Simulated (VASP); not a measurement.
Band structure of AlN (wurtzite). Level of theory: PBE GGA with D3 dispersion (Becke-Johnson damping), VASP's PBE PAW potentials (set 64) (plane waves; VASP).

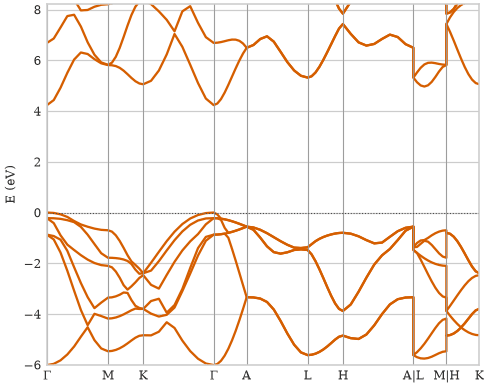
Figure: Bands along high-symmetry lines, zero at the valence-band maximum or, without a gap, the Fermi level

Read the plot: is there a gap, and where are the band edges?

The gap is direct, 4.23 eV, from the valence maximum at Γ to the conduction minimum at Γ. (Edges off the drawn lines would not show.)

Measured: gap 6.51 eV (computed value off by -2.28 eV), as given by Martin Feneberg et al., Physical Review B (2010), doi:10.1103/physrevb.82.075208 [zero-point renormalisation of 0.417 eV (from the measured temperature dependence, row gaps:miglio2020:AlN_wz:gap_zpr, arXiv:2011.12765) added back].

The compound is AlN in the wurtzite structure. It was relaxed first.
